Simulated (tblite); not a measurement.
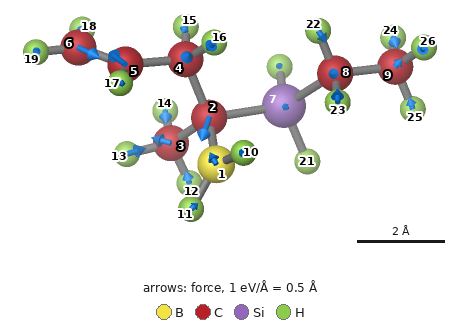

Starting geometry of C$_{7}$H$_{17}$BSi with the computed forces as blue arrows. Style: ball-and-stick. Shown at a tilt.

Method: GFN2-xTB geometry optimisation, gas phase in tblite 0.8.0. 

Q: What follows when this structure is relaxed?

A: It isn't relaxed: the largest force vector, on a C atom, is 1.76 eV/Å. The final displacements have little in common with the starting forces (cosine between the two patterns 0.18). Over 88 geometry steps the energy falls by 8.04 kcal/mol. An H atom moves most after the best rigid fit: 0.66 Å. Largest moves by element: H 0.66 Å, C 0.19 Å, B 0.08 Å, Si 0.08 Å. Some distances before and after: B–C 1.618 → 1.547 Å, C–Si 1.894 → 1.942 Å, C–H 1.125 → 1.089 Å, C–C 1.346 → 1.320 Å. Bond angles that change, for instance: B–C–C 109.7° → 115.8°, B–C–Si 106.6° → 100.9°, C–C–H 119.6° → 114.5°. Groups turn about B–C by about 30°. Cost: 3 s on 1 thread of Intel(R) Xeon(R) Processor @ 2.50GHz, with other jobs on the host.
